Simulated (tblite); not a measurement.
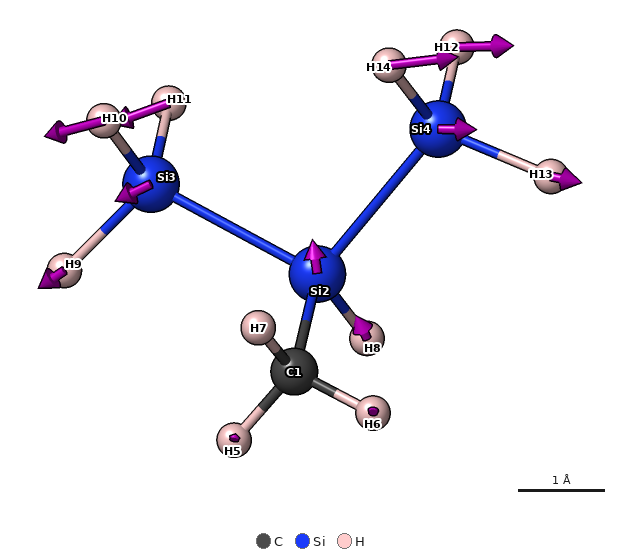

This is a relaxation of CH₁₀Si₃. The starting structure is drawn; purple arrows show the displacements, 3 times their true length. The two geometries are superimposed by the best rigid fit.

The picture is a ball-and-stick view, seen at a tilt.

The calculation used GFN2-xTB geometry optimisation, gas phase (tblite 0.8.0). 

Atoms of which element are displaced furthest, and by how much?

Hydrogen: up to 0.28 Å, against 0.17 Å for silicon.

What happened in the run?

H14 moves most after the best rigid fit: 0.28 Å. By element the largest moves are H 0.28 Å, Si 0.17 Å, C 0.02 Å. Among the contacts that change: C1–Si2 1.836 → 1.911 Å, Si2–Si3 2.286 → 2.323 Å, Si4–H12 1.501 → 1.465 Å, Si2–Si4 2.297 → 2.323 Å. Among the angles between lasting bonds that change: Si3–Si2–Si4 104.7° → 116.5°, C1–Si2–H8 110.0° → 104.4°, Si2–Si4–H13 110.2° → 114.5°. Over 49 geometry steps the energy falls by 0.209 eV. The run took 0.51 s on 1 thread of Arm Neoverse N1 (shared host).
